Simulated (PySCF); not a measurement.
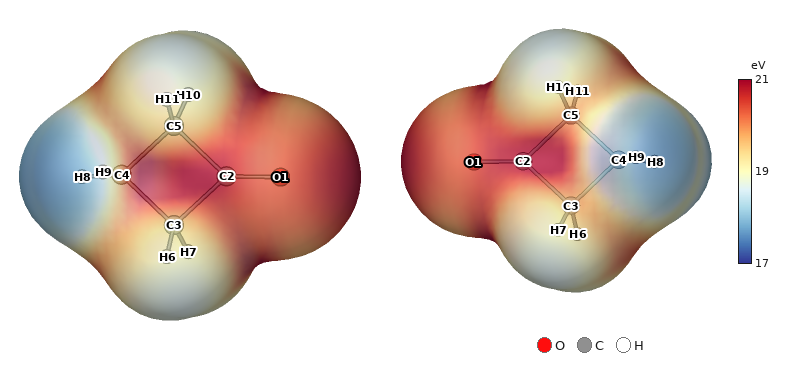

Figure. C₄H₆O, charge +1, doublet, SMILES `[O+]=C1CCC1`. Average local ionisation energy on the surface of electron density 0.001 a.u. (back view left, front view right).

PySCF calculation, PBE0/def2-SVPD, gas phase; geometry: GFN2-xTB. No frequency check shows the geometry to be a minimum. The stability of the open-shell solution wasn't checked. GFN2-xTB doesn't know the spin state, so this open-shell geometry is rough.

The calculation's input:

```python
import numpy as np
from pyscf import gto, scf, dft
from pyscf.scf import atom_ks, atom_hf
from scipy.linalg import block_diag

def solve(mol, dm0=None, hcore=None):
    mf = (dft.UKS if mol.spin else dft.RKS)(mol, xc='pbe0')
    mf.grids.level = 3
    mf = mf.density_fit(auxbasis='def2-universal-jkfit')
    mf.conv_tol, mf.max_cycle = 1e-8, 80
    if hcore is not None:
        mf.get_hcore = lambda *args: hcore
    mf.kernel(dm0)
    if not mf.converged:
        mf = mf.newton().run(mf.mo_coeff, mf.mo_occ, max_cycle=30)
    assert mf.converged, 'SCF not converged'
    return mf

mol = gto.M(atom='''
O     -1.89375     0.00001     0.00027
C     -0.73074    -0.00005    -0.00035
C      0.39972    -1.03397    -0.00015
C      1.52447     0.00002     0.00038
C      0.39975     1.03398    -0.00010
H      0.32246    -1.63935    -0.90758
H      0.32269    -1.63935     0.90726
H      2.15034     0.00022    -0.88744
H      2.15038    -0.00027     0.88711
H      0.32256     1.63936     0.90733
H      0.32233     1.63945    -0.90751
''', basis='def2-svpd', charge=1, spin=1, verbose=4)
mf = solve(mol)
mf.analyze()
# spherically averaged free atoms, for the promolecule
atm = atom_ks.get_atm_nrks(mol, xc='pbe0')
pro = block_diag(*[(atm[a[0]][2] * atm[a[0]][3]) @ atm[a[0]][2].T for a in mol._atom])
np.savez('result.npz', e=mf.e_tot, c=mf.mo_coeff, occ=mf.mo_occ, eps=mf.mo_energy, pro=pro, dip=mf.dip_moment(verbose=0), s2=mf.spin_square()[0])
```

Command:

```sh
OMP_NUM_THREADS=1 python input.py
```

The run took 24 s on 1 thread of Intel(R) Xeon(R) Platinum 8375C CPU @ 2.90GHz (Ice Lake) (shared host), peak memory 0.59 GiB.

Partitions, critical points and surface values were worked out afterwards from this run's density.

Where are the most loosely bound electrons on this surface?

The lowest value is 17.6 eV, 1.3 Å from H8, and at like points elsewhere. Further minima include 18.6 eV, 1.3 Å from H10, and at like points elsewhere. For comparison, the highest occupied orbital lies at −14.8 eV.

What volume does the surface enclose?

About 91 Å³.
